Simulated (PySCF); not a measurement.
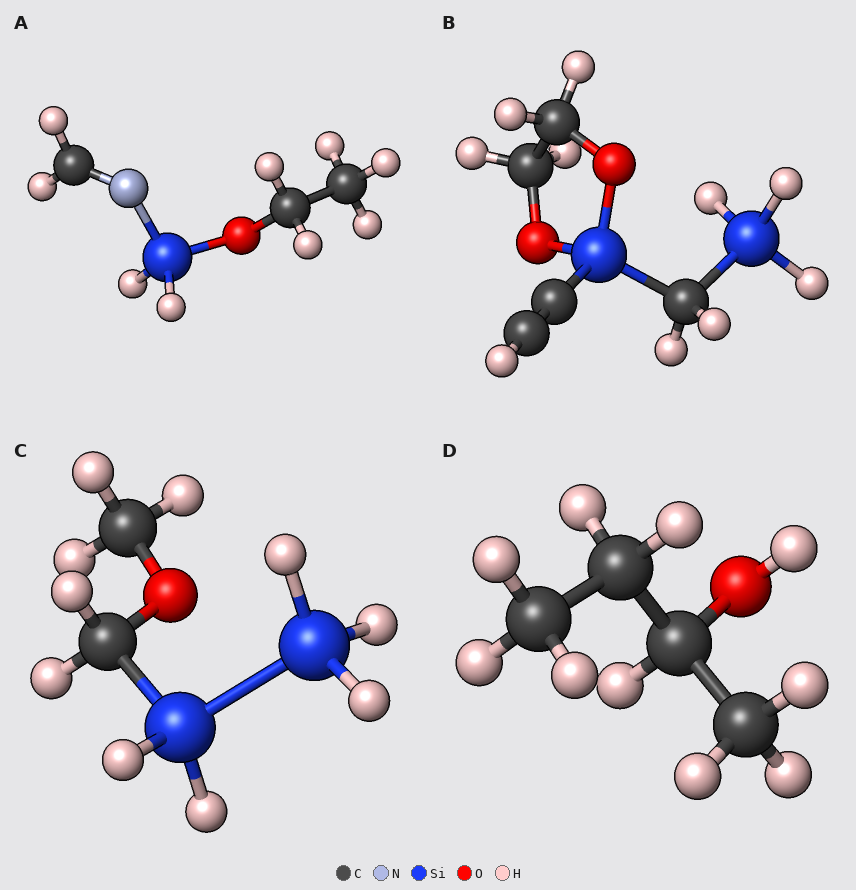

(Drawn from a calculation with PySCF.)

### Match each picture to its SMILES.
(1) CC[C@H](C)O
(2) C=N[SiH2]OCC
(3) COC[SiH2][SiH3]
(4) C#C[Si]1(C[SiH3])OCCO1

A is (2), B is (4), C is (3), D is (1).
